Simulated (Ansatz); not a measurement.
# Calculations on HS2O

Part 1: Relaxation

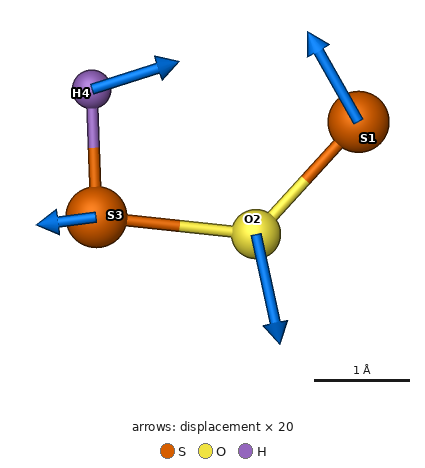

A relaxation of HS$_{2}$O (multiplicity 2). The starting structure is drawn; blue arrows show the displacements, magnified 20 times. The two geometries are superimposed by the best rigid fit.

A ball-and-stick model, seen face on.

The run prepares an end point of a later path (torsion) calculation, from a guessed geometry.

The calculation used UKS B3LYP-D4/cc-pVDZ in Ansatz 0.2.0. Settings: collinear spin; force threshold 0.015 eV/Å; at most 40 steps.

> Describe the change and its energy.

O2 moves most after the best rigid fit: 0.060 Å. By element the largest moves are O 0.060 Å, S 0.055 Å, H 0.049 Å. Some distances before and after: S1–O2 1.601 → 1.656 Å, O2–S3 1.700 → 1.750 Å, S3–H4 1.347 → 1.365 Å. Bond angles that change, for instance: S1–O2–S3 126.4° → 121.3°. After 5 geometry steps the energy has fallen by 2.03 kcal/mol. Largest force component: 1.7 eV/Å at the start, 0.00041 eV/Å at the end.

Part 2: Relaxation

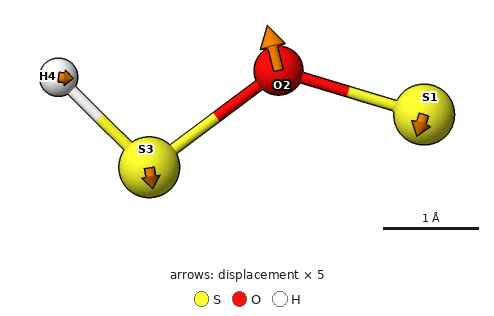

A relaxation of HS2O (multiplicity 2). The starting structure is drawn; orange arrows show the displacements, 5 times their true length. The two geometries are superimposed by the best rigid fit.

A ball-and-stick model, seen face on.

The run prepares an end point of a later path (torsion) calculation, from a guessed geometry.

The calculation used Ansatz 0.2.0, UKS B3LYP-D4/cc-pVDZ. Set-up: collinear spin; force threshold 0.015 eV/Å; at most 40 steps.

> Which element moves most?

Oxygen: up to 0.10 Å, against 0.05 Å for sulfur.

> What did the optimiser do to the structure, and how much energy did it gain?

O2 moves most after the best rigid fit: 0.10 Å. By element the largest moves are O 0.10 Å, S 0.05 Å, H 0.03 Å. Some distances before and after: O2–S3 1.700 → 1.766 Å, S1–O2 1.601 → 1.657 Å, S3–H4 1.347 → 1.361 Å. Bond angles that change, for instance: S1–O2–S3 126.4° → 117.2°, O2–S3–H4 98.3° → 91.9°. After 5 geometry steps the energy has fallen by 17.4 kJ/mol. Largest force component: 2.5 eV/Å at the start, 0.0031 eV/Å at the end. The run took 9.3 s on 1 thread of Intel(R) Xeon(R) 6975P-C (Granite Rapids), with other jobs on the host, peak memory 0.15 GiB.

Part 3: Path

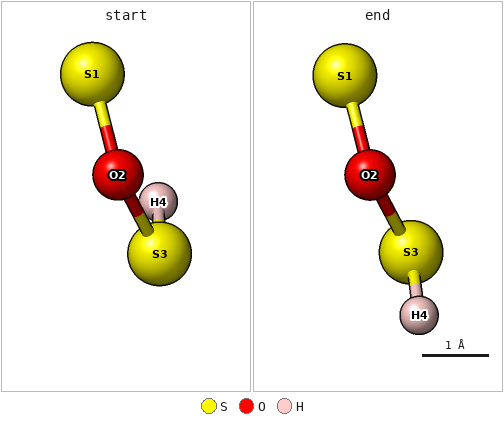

The two relaxed end points of a path for HS2O (multiplicity 2). The picture is a ball-and-stick view, seen from a free direction.

Level of theory: UKS B3LYP-D4/cc-pVDZ (Ansatz 0.2.0).

Settings: 7 movable images; climbing image; force threshold 0.05 eV/Å; iteration limit 60.

Start:
```xyz
4

S    -1.4000   -0.4196    0.9038
O    -0.4405    0.8098    0.3461
S     0.9814    0.4847   -0.6213
H     0.8592   -0.8749   -0.6285
```

End:
```xyz
4

S    -1.6492    0.4851    1.1281
O    -0.5021   -0.3868    0.3095
S     0.7849    0.5216   -0.4891
H     1.3664   -0.6199   -0.9486
```

> What barrier does the band find between them, and by what path?

The barrier is about 0.039 eV in both directions, with image 4 at the top; the ends have nearly the same energy. The motion is a rotation about the O2–S3 bond by about 180°. No bond forms or breaks between the ends. Bond angles that change up to the highest image, for instance: S1–O2–S3 121.3° → 119.0°, O2–S3–H4 96.6° → 94.5°. The band converged in 7 iterations. The largest component of the band force went from 10 to 0.031 eV/Å. The climbing image converged on the top of the path. Its vibrational analysis gives one imaginary mode (107i cm⁻¹), as a transition state must have.

Energies of the converged images:

| image | path (Å) | E (eV) |
| --- | --- | --- |
| 0 | 0.00 | 0.000 |
| 1 | 0.26 | 0.008 |
| 2 | 0.53 | 0.023 |
| 3 | 0.79 | 0.035 |
| 4 | 1.05 | 0.039 |
| 5 | 1.29 | 0.034 |
| 6 | 1.52 | 0.021 |
| 7 | 1.76 | 0.006 |
| 8 | 1.99 | -0.002 |

The geometry at the top of the path:

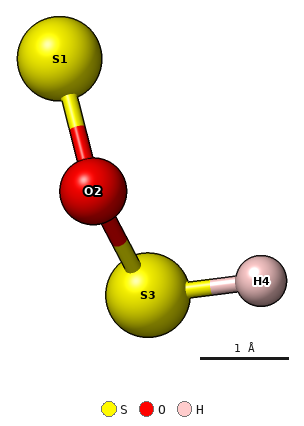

The run took 78 s on 1 thread of Intel(R) Xeon(R) 6975P-C (Granite Rapids) (shared host), peak memory 0.16 GiB.
